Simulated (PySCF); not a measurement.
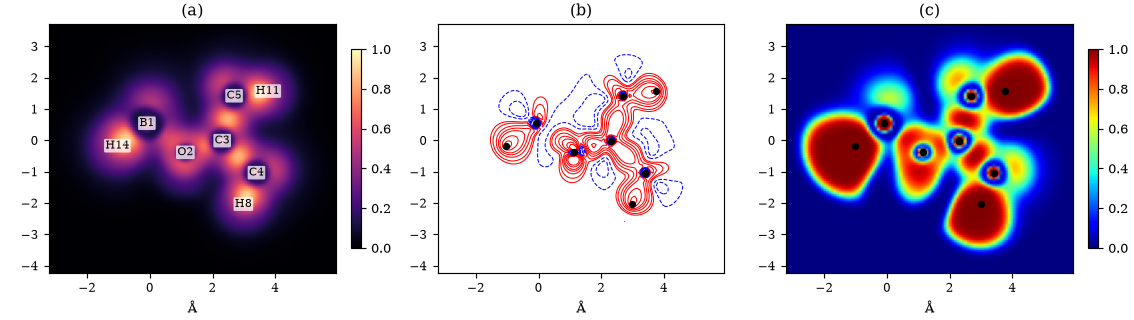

Figure. B(OCMe2)H3 (C$_{3}$H$_{9}$BO). Three fields in a plane through 8 of the atoms. (b): solid red lines positive, dashed blue lines negative.

Computed with PySCF, ωB97X/def2-SVP, geometry: GFN2-xTB. No frequency check shows the geometry to be a minimum.

Input

```python
import numpy as np
from pyscf import gto, scf, dft
from pyscf.scf import atom_ks, atom_hf
from scipy.linalg import block_diag

def solve(mol, dm0=None, hcore=None):
    mf = (dft.UKS if mol.spin else dft.RKS)(mol, xc='wb97x')
    mf.grids.level = 3
    mf = mf.density_fit(auxbasis='def2-universal-jkfit')
    mf.conv_tol, mf.max_cycle = 1e-8, 80
    if hcore is not None:
        mf.get_hcore = lambda *args: hcore
    mf.kernel(dm0)
    if not mf.converged:
        mf = mf.newton().run(mf.mo_coeff, mf.mo_occ, max_cycle=30)
    assert mf.converged, 'SCF not converged'
    return mf

mol = gto.M(atom='''
B     -2.05105    -0.22957    -0.00029
O     -0.59957    -0.74428     0.00178
C      0.40692    -0.03298     0.00160
C      1.75871    -0.67683    -0.00081
C      0.33688     1.44889     0.00018
H      2.31612    -0.36082    -0.88152
H      2.32051    -0.36113     0.87743
H      1.66535    -1.75968    -0.00070
H     -0.25143     1.76709     0.86399
H     -0.24039     1.76632    -0.87129
H      1.31527     1.91719     0.00587
H     -2.18222     0.41672    -1.00211
H     -2.17429     0.48123     0.95742
H     -2.73218    -1.19936     0.03238
''', basis='def2-svp', charge=0, spin=0, verbose=4)
mf = solve(mol)
mf.analyze()
# spherically averaged free atoms, for the promolecule
atm = atom_ks.get_atm_nrks(mol, xc='wb97x')
pro = block_diag(*[(atm[a[0]][2] * atm[a[0]][3]) @ atm[a[0]][2].T for a in mol._atom])
np.savez('result.npz', e=mf.e_tot, c=mf.mo_coeff, occ=mf.mo_occ, eps=mf.mo_energy, pro=pro, dip=mf.dip_moment(verbose=0), s2=mf.spin_square()[0])
```

Launched as:

```sh
OMP_NUM_THREADS=1 python input.py
```

The run took 15 s on 1 thread of Arm Neoverse V2 (shared host), peak memory 0.49 GiB.

Partitions, critical points and surface values were worked out afterwards from this run's density.

The panels show, in some order, the localised orbital locator (LOL), electron localisation function (ELF) and deformation density. Which is which?

Answer. (a) is the localised orbital locator (LOL): it runs from 0 to 1, peaks where electrons are localised, as in bonds, and fades smoothly outside. (b) is the deformation density: it has both signs, with gains where valence electrons gather and losses around them. (c) is the electron localisation function (ELF): it runs from 0 to 1 and is close to 1 over wide basins that fill the valence regions.
